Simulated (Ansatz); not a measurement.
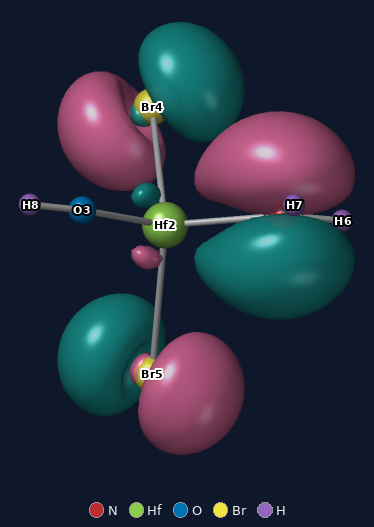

*Br2H3HfNO (SMILES [NH2][Hf]([OH])([Br])[Br]). The HOMO at ±0.1 Å⁻³ᐟ² (teal and pink are the two phases), seen from one side.*

Geometry: PBE0-D4/def2-TZVP; core potentials replace the inner electrons of Hf.

Level of theory: RKS PBE0-D4/def2-TZVPP in Ansatz 0.2.0.

```tsv
atom	x (Å)	y (Å)	z (Å)
N	-0.9731	0.8181	0.8263
Hf	0.2190	-0.0584	-0.5257
O	1.1062	-1.4342	0.4245
Br	-1.1910	-0.9621	-2.4063
Br	1.8263	1.6510	-1.4400
H	-1.5890	1.5983	0.6404
H	-1.0559	0.5540	1.7977
H	1.6576	-2.1667	0.6830
```

What is the character of this orbital?

By Hirshfeld shares it lies mainly on N1 (about 45 %), Br4 (about 20 %), Br5 (about 20 %) and Hf2 (about 10 %); largely a combination of lone pairs on N1, Br4 and Br5. Its energy is −7.80 eV.
